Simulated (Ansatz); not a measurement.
One crystal and one scan (scan of one atom of the cell) at two levels, PBE (plane waves to 420 eV, PAW, scalar-relativistic; Ansatz, a quantum-chemistry and plane-wave program) and PBEsol (plane waves to 420 eV, PAW, scalar-relativistic; Ansatz), each from its own relaxed cell and on its own mesh. The cell shown is that of PBE.

Starting cell, GaSb (zinc blende):

```xyz
2
Lattice="0.0000 3.1068 3.1068 3.1068 0.0000 3.1068 3.1068 3.1068 0.0000" Properties=species:S:1:pos:R:3 pbc="T T T"
Sb     4.6601     4.6601     4.6601
Ga     0.0000     0.0000     0.0000
```

In this cell atom 1 (Sb, nearest neighbour Ga at 2.691 Å; its periodic images, 4.4 Å or more away, move with it) is moved by s along Cartesian x, unit vector (1.000, 0.000, 0.000); all other atoms and the cell stay fixed.

E stands for the smeared free energy. GaSb was relaxed with its symmetry unable to fall. Spin-orbit coupling is left out, though Sb is heavy. With partly filled bands, energies and forces of such displacements shift with the k mesh and the smearing. Percentages come from the unrounded values.

```csv
quantity,PBE,PBEsol,PBE − PBEsol
Lattice constant a (Å),6.214,6.111,+0.103 (+1.7 %)
Force constant k = d²E/ds² at s = 0 (finite differences) (eV/Å²),7.18,7.87,-0.69 (-8.8 %)
Zone-centre optical wavenumber from k (cm⁻¹),210,220,-10 (-5 %)
```

PBE gives the higher value for: lattice constant a. PBE gives the lower value for: force constant k = d²E/ds² at s = 0; zone-centre optical wavenumber from k. (PBE) At this level the bands of GaSb touch or barely overlap; measurements give the solid a gap. (PBEsol) At this level the bands of GaSb touch or barely overlap; measurements give the solid a gap. Both give the same shape of the curve: a single well with its minimum at or next to zero displacement. Neither level is exact: the differences show how much the result hangs on the functional.

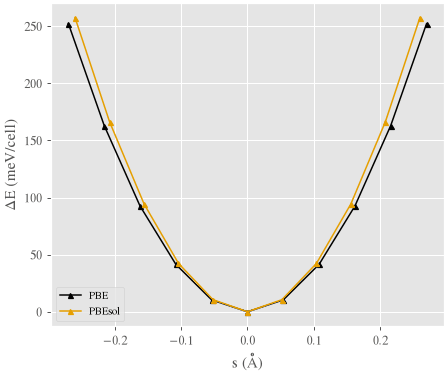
ΔE, each from the undisplaced structure of its own level.

(A displaced cell: forces are minus the slopes of the energy, force constants its curvatures, and phonons follow from these.)
